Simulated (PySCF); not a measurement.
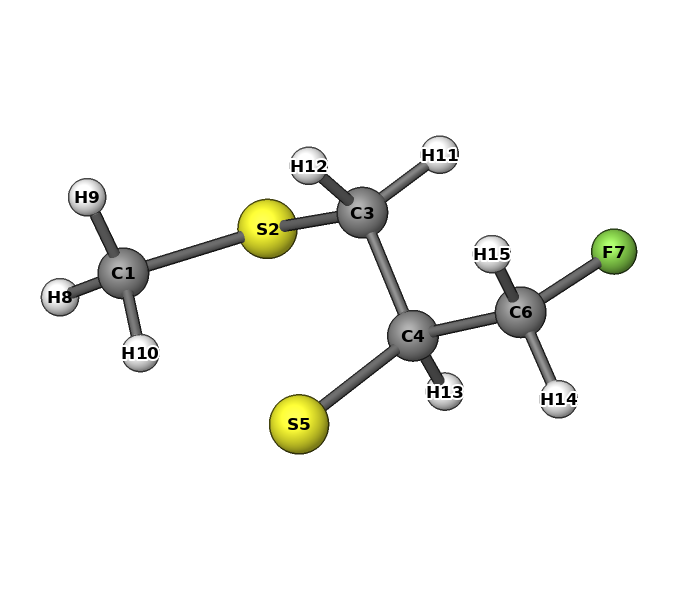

The questions are on Mulliken spin populations. The species is neutral and a spin doublet. The computed structure is the end point of a GFN2-xTB optimisation. No frequency run is at hand to confirm it as a minimum. Method: UKS B3LYP, pcH-1 on C F H S, non-relativistic (PySCF 2.14.0).

Give the Mulliken spin populations atom by atom.

```tsv
atom	value (e)
C1	0.03
S2	0.07
C3	0.03
C4	−0.03
S5	0.88
C6	0.02
F7	0.00
H8	0.00
H9	0.00
H10	−0.01
H11	0.01
H12	0.00
H13	0.00
H14	0.00
H15	0.00
```

The run warned: orbitally degenerate or nearly so: second-order g, spin-orbit hyperfine and D do not apply.

Mulliken values depend strongly on the basis set.
